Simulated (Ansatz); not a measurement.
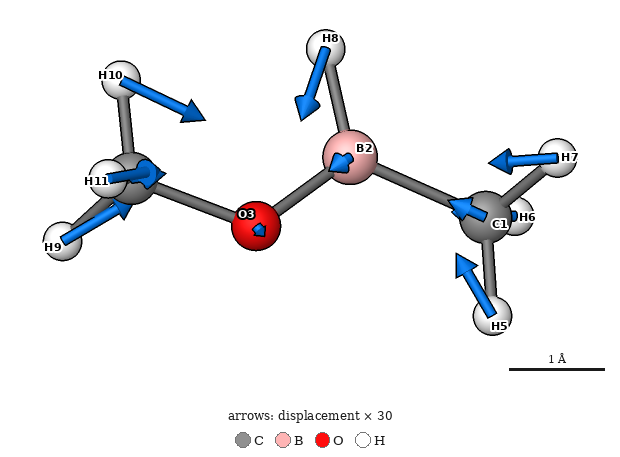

A relaxation of C$_{2}$H$_{7}$BO. The starting structure is drawn; blue arrows show the displacements, magnified 30 times. The two geometries are superimposed by the best rigid fit.

Style: ball-and-stick. Shown at a tilt.

The start comes from PBE-D4/def2-SVP.

Computed with RKS PBE0-D4/def2-TZVP in Ansatz 0.2.0. (force threshold 0.005 eV/Å; at most 150 steps)

### Atoms of which element are displaced furthest, and by how much?

Hydrogen: up to 0.033 Å, against 0.015 Å for carbon.

### What happened in the run?

The largest move after the best rigid fit is that of an H atom, 0.033 Å. Largest moves by element: H 0.033 Å, C 0.015 Å, B 0.011 Å, O 0.005 Å. Some distances before and after: B–H 1.230 → 1.208 Å, C–H 1.110 → 1.092 Å, B–O 1.358 → 1.348 Å, B–C 1.570 → 1.560 Å. Over 3 geometry steps the energy falls by 0.040 eV. The largest force component goes from 0.56 to 0.0043 eV/Å.
